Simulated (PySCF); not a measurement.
C6H9NO2Si

Input file:

```
{"job": {"kind": "nmr", "xc": "PBE0", "basis": "pcSseg-1"}, "charge": 0, "multiplicity": 1}
N      3.304509     0.709885    -1.674415
C      2.891080     0.297111    -0.691534
C      2.350906    -0.237466     0.530801
C      1.074568    -1.047551     0.260007
C     -0.054638    -0.156056    -0.239079
O     -0.382251     0.761980     0.815068
C     -1.528288     1.505837     0.515533
C     -2.617539     0.607593    -0.050306
O     -3.773522     0.927561    -0.145249
Si    -1.732780    -1.011441    -0.613281
H      2.110233     0.592653     1.199784
H      3.112056    -0.865103     1.001707
H      0.760510    -1.524545     1.189332
H      1.271674    -1.822781    -0.482528
H      0.306502     0.423516    -1.106239
H     -1.848665     2.003589     1.432653
H     -1.316095     2.273856    -0.248057
H     -1.994688    -2.104394     0.318103
H     -1.943375    -1.324993    -2.019763
```

Run with:

```sh
OMP_NUM_THREADS=1 python probes_run.py task.json out
```

Geometry: GFN2-xTB.

These are results of PBE0/pcSseg-1, SCF density, gas phase, non-relativistic (PySCF 2.14.0), not measurements.

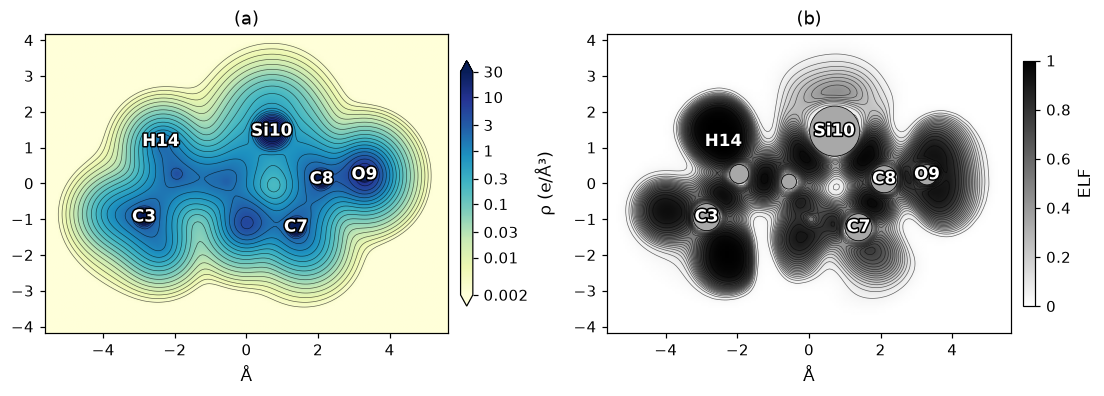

Figure 1. (a) total electron density; (b) electron localisation function on the plane of atoms C7, C8 and O9. Grey discs cover the atomic cores in the ELF map.

### What does the map show?

- Atoms in the plane: C, O, Si and H.
- C–O (1.20 Å): ρ is about 3.3 e/Å³ halfway; the ELF peaks at about 0.85 between the atoms: a short, multiple covalent bond.
- C–Si (1.93 Å): the density is about 0.9 e/Å³ at the midpoint; the ELF peaks at about 1 between the atoms; localised, covalent bonding.
- C–C (1.52 Å): ρ at the midpoint is about 1.7 e/Å³; the ELF peaks at about 0.95 between the atoms; a covalent bond.
- The ELF also peaks beside O6 and O9, away from the bonds: lone-pair regions.

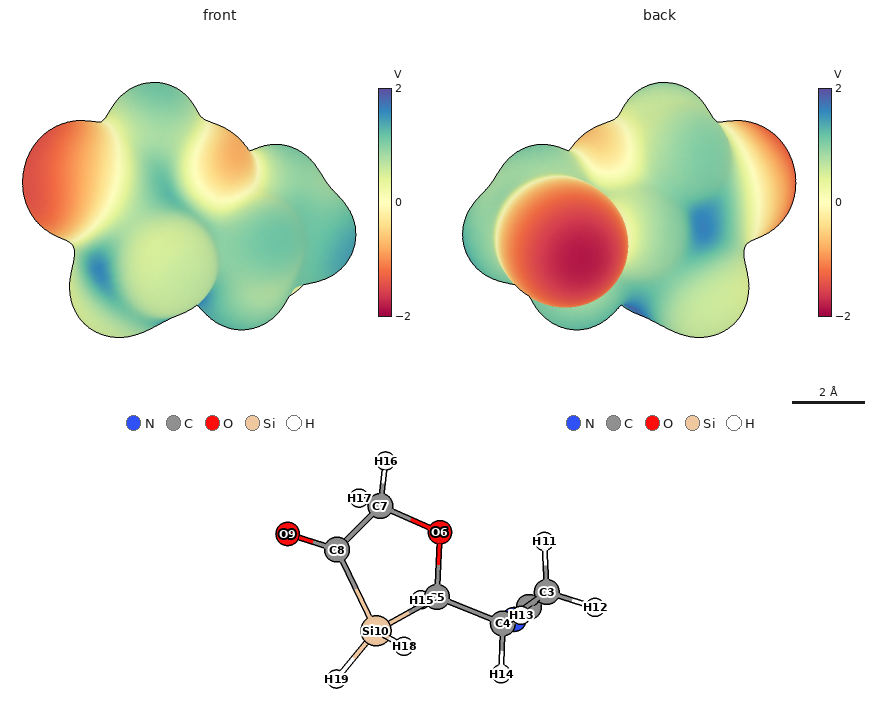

Figure 2. The electrostatic potential painted on the density surface at 0.002 e/bohr³, seen from the front and from behind; the colour scale runs from red (negative) to blue (positive). The bare structure is drawn below in the same view.

### Where is the surface potential most negative and most positive?

The most negative region (about −1.8 V, or −42 kcal/mol for a unit charge) lies over N1, the most positive (about +1.7 V, or +39 kcal/mol for a unit charge) over Si10. N1 is the likeliest acceptor of a hydrogen bond.

### How polar is the molecule by this calculation?

Its dipole moment is 3.25 D.
